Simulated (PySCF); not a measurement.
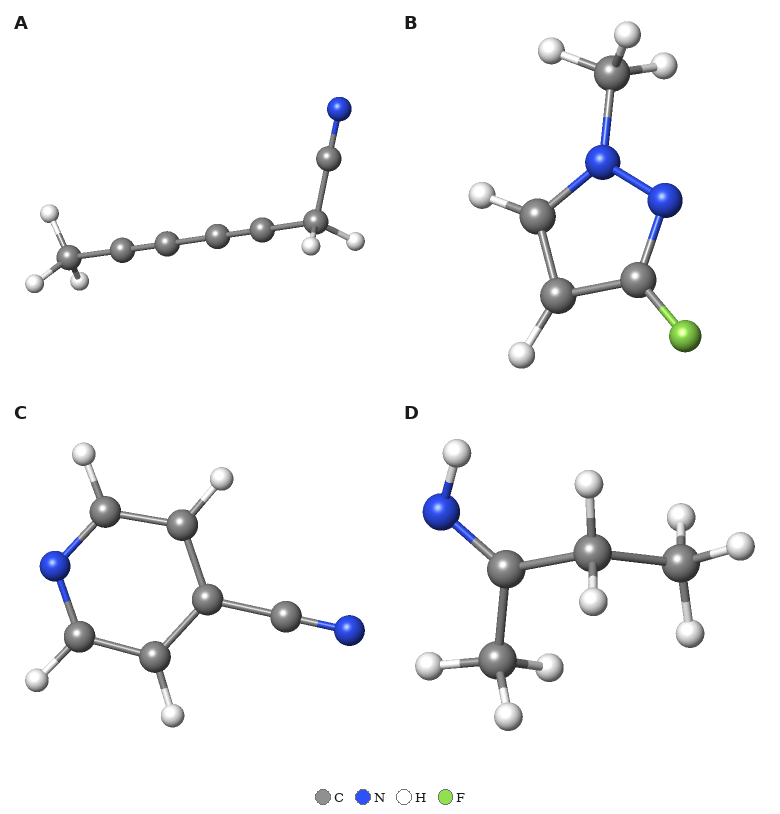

Figure made from data computed with PySCF.

Question: Match each picture to its SMILES.
(1) CC#CC#CCC#N
(2) [H]/N=C(/C)CC
(3) N#Cc1ccncc1
(4) Cn1ccc(F)n1

Answer: A is (1), B is (4), C is (3), D is (2).
